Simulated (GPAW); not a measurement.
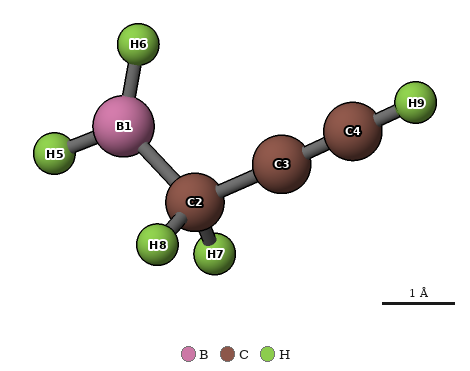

The structure (ball-and-stick view, seen at a tilt; atoms are numbered from 1 in the order of the input).

C$_{3}$H$_{5}$B: excited-state calculation

System: C$_{3}$H$_{5}$B.
Method: DELTA-SCF (WC)/plane waves, UKS, scalar-relativistic datasets (GPAW 26.7.0).

The geometry comes from this level: GFN2-xTB.

## Log
```
mixed    4.433 eV
triplet  4.317 eV
Spin-purified singlet = 4.550 eV
```

The run was set up as follows.

## The input (mol_mom.py)
```python
from ase.io.zmatrix import parse_zmatrix
from gpaw import GPAW, PW, setup_paths
from gpaw.atom.configurations import parameters
from gpaw.atom.generator import Generator
from gpaw.directmin.tools import excite
from gpaw.mom import prepare_mom_calculation

# Geometry
atoms = parse_zmatrix("""
B
C 1 1.571924
C 2 1.447901 1 115.77336
C 3 1.196642 1 145.32697 2 179.97237
H 1 1.169895 2 118.46282 3 176.67732
H 1 1.168356 5 120.248 2 -179.62956
H 2 1.096732 3 108.55819 1 124.15568
H 2 1.097508 7 104.85489 3 -115.86327
H 4 1.048735 7 160.66549 2 -176.95007
""")
atoms.center(vacuum=4.0)

# No datasets are shipped for this functional: make them
for symbol in ['B', 'C', 'H']:
    Generator(symbol, xcname='WC', scalarrel=True, nofiles=True, txt=None).run(**parameters[symbol])
setup_paths.insert(0, '.')

# GPAW settings
dft = GPAW(mode=PW(500),
           spinpol=True,
           symmetry='off',
           maxiter=100,
           occupations={'name': 'fixed-uniform'},
           nbands=14,
           xc='WC',
           txt='mol.txt')
atoms.calc = dft
e0 = atoms.get_potential_energy()
dft.write('gs.gpw', mode='all')

# Excited determinants
gaps = {}
for name, spins in [('mixed', (0, 0)), ('triplet', (0, 1))]:
    dft = GPAW('gs.gpw', txt=f'{name}.txt')
    atoms = dft.get_atoms()
    f_sn = excite(dft, 0, 0, spin=spins)
    prepare_mom_calculation(dft, atoms, f_sn)
    gaps[name] = atoms.get_potential_energy() - e0
    print(f'{name:8} {gaps[name]:.3f} eV')
singlet = 2 * gaps['mixed'] - gaps['triplet']
print(f'Spin-purified singlet = {singlet:.3f} eV')
```

Launched with:
```bash
python mol_mom.py
```

## Results in brief

```json
{"quantity": "outcome", "value": "converged"}
{"quantity": "hardware", "value": "1 thread of Intel Xeon @ 2.50GHz (Skylake/Cascade Lake), 189 GiB of memory available, shared host"}
{"quantity": "wall time", "value": "16 min"}
{"quantity": "peak memory", "value": "1.4 GiB"}
```

## Notes

Further notes kept with the run: datasets made with stock radii, not tested.
